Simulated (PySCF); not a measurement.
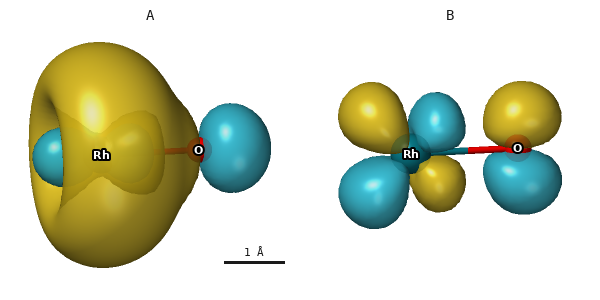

Figure. RhO (quartet). Two frontier α-spin orbitals, each drawn at the value that holds 80 % of its norm (yellow and cyan are the two phases), in no order; of a degenerate pair one member is drawn.

Theory: PySCF 2.14.0, PBE0/x2c-TZVPPall, spin-free X2C-1e, Gaussian nucleus, at a bond length of 1.692 Å.

Label each orbital by symmetry, say whether it is occupied, and order them by energy.

Orbital B: π, occupied in this spin, −7.26 eV; antibonding, with a node between the atoms.
Orbital A: σ, occupied in this spin, −6.36 eV; mainly on Rh (80 %).
